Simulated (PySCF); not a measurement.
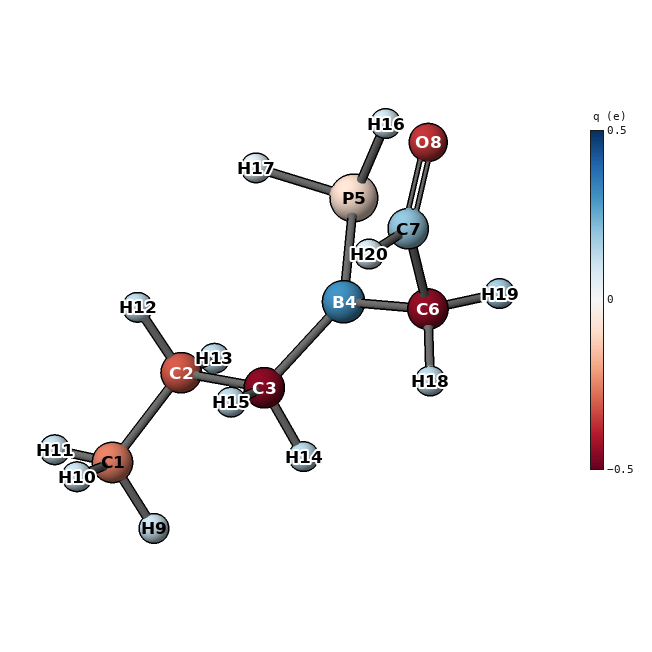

Atoms are coloured by their Mulliken charges. Computed geometry: GFN2-xTB optimisation. No frequency run is at hand to confirm it as a minimum. Level of theory: PBE0/pcSseg-1, gas phase (PySCF 2.14.0).

Give the Mulliken charges atom by atom.

| atom | value (e) |
| --- | --- |
| C1 | −0.25 |
| C2 | −0.30 |
| C3 | −0.45 |
| B4 | 0.30 |
| P5 | −0.08 |
| C6 | −0.44 |
| C7 | 0.20 |
| O8 | −0.36 |
| H9 | 0.11 |
| H10 | 0.11 |
| H11 | 0.11 |
| H12 | 0.13 |
| H13 | 0.13 |
| H14 | 0.14 |
| H15 | 0.13 |
| H16 | 0.09 |
| H17 | 0.06 |
| H18 | 0.13 |
| H19 | 0.17 |
| H20 | 0.08 |

Mulliken values depend strongly on the basis set and can even reverse the polarity of a bond. The geometry is semi-empirical. Around B, P such bond lengths and angles can be off by a tenth of an ångström or more and by several degrees, and values that hang on the shape move with them.
